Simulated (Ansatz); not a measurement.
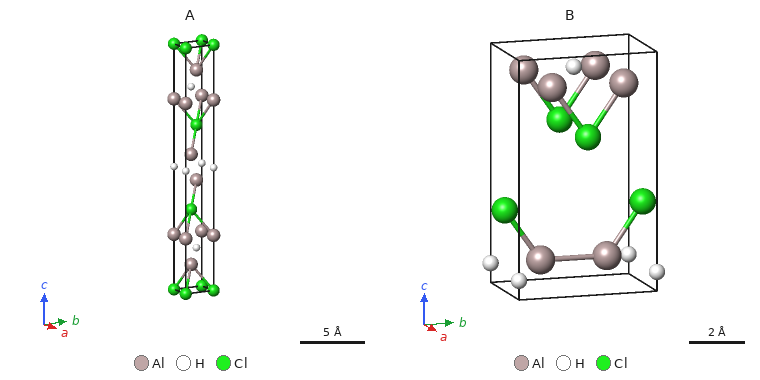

Two structures of Al2HCl, each relaxed to rest (conventional cells in solid outline, small ones repeated, not to one scale). Method: Ansatz, DFT PBE, scalar-relativistic, plane waves, PAW, without spin polarisation.

> Which two forms are compared?

A: 12 atoms a cell on a rhombohedral (trigonal R) lattice, R-3m. B: 8 atoms a cell on a primitive orthorhombic lattice, Pmmn.

> Compare their energies: which is lower?

B is lower, by 197 meV/atom at this level of theory (energies at zero smearing). Volumes: A 14.6, B 20.2 Å³/atom.

One or both may be structure types tried for this composition rather than known phases.
